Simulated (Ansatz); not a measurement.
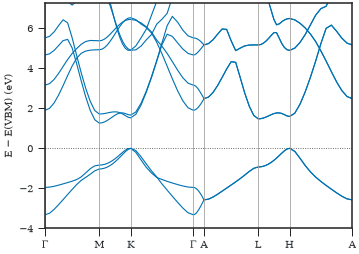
*Band structure from r²SCAN+D4 in the plane-wave PAW code Ansatz*

Read off the gap and where the band edges lie.

About 1.3 eV (1.26 eV by a search for the band edges); maximum at H, minimum at M.

The material is AlO in space group P6_3/mmc (No. 194; Al on 4f, O on 4f).

A made-up cell: these elements were put on the sites of a structure type; neither database checked (COD, Materials Project) lists it. Its standing as an ambient phase is unchecked. The cell was relaxed with r²SCAN+D4 under the symmetry of its start; its stability against distortions is not shown here.

Potentials: the earlier of the program's two PAW sets. The files were generated under PBE; for other functionals the program regenerates the frozen cores, and for LDA and PBEsol the local potential too.
